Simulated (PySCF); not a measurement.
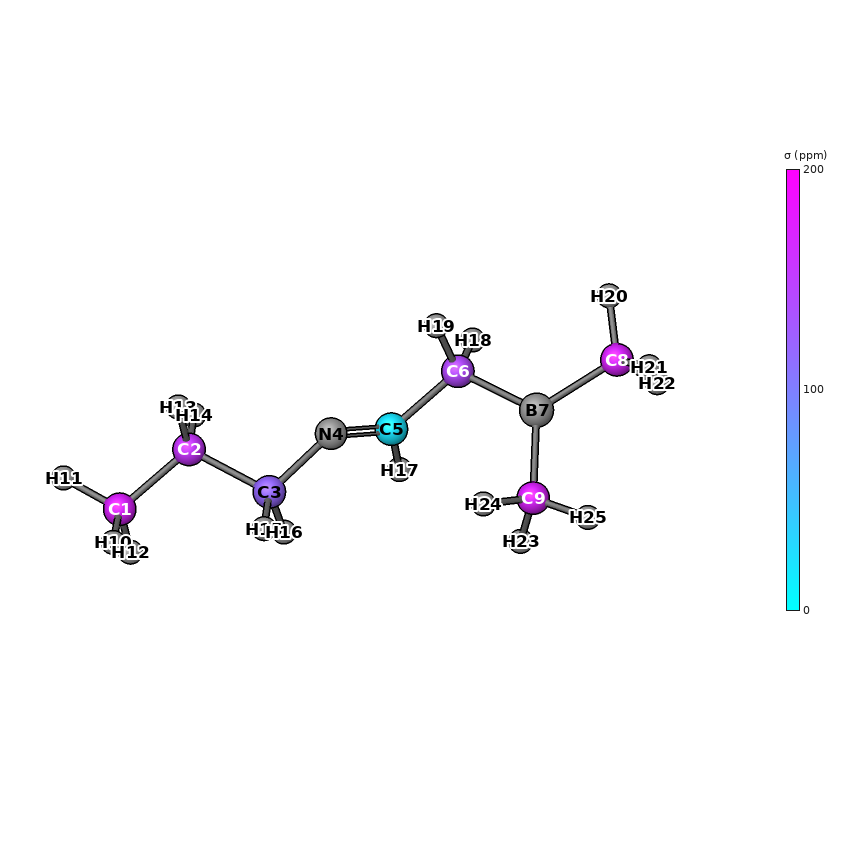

Atoms are coloured by their isotropic NMR shieldings (C only, the others grey). The computed structure is the end point of a GFN2-xTB optimisation. No frequency run is at hand to confirm it as a minimum. Method: GIAO PBE0/pcSseg-1 NMR shielding, non-relativistic, gas phase (PySCF 2.14.0).

Give the isotropic NMR shieldings of the C atoms atom by atom.

| atom | σ (ppm) |
| --- | --- |
| C1 | 172.5 |
| C2 | 156.3 |
| C3 | 117.6 |
| C5 | 20.6 |
| C6 | 140.7 |
| C8 | 170.4 |
| C9 | 171.9 |

The geometry is semi-empirical. Around B such bond lengths and angles can be off by a tenth of an ångström or more and by several degrees, and values that hang on the shape move with them.
